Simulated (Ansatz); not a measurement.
Take NaI in the rock salt structure (space group Fm-3m, No. 225; a = 6.529 Å) as the base.

Perturbation: cell and atoms relaxed at a pressure of 100 GPa.

Method: PBE/PAW in Ansatz (a first-principles code), spin-orbit coupling left out.

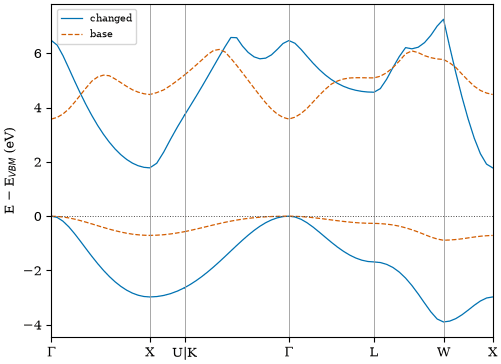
Highest valence and lowest conduction band along the path, each from its own valence-band maximum

Problem. Read the changed gap and its character from the plot.

Solution. About 1.8 eV, indirect, Γ → X.

With I present, leaving out spin-orbit coupling can change the band edges. Load acts through the strain it causes; cell and atoms are relaxed under it. Stability against distortions was not tested. No other phases were tried under pressure.
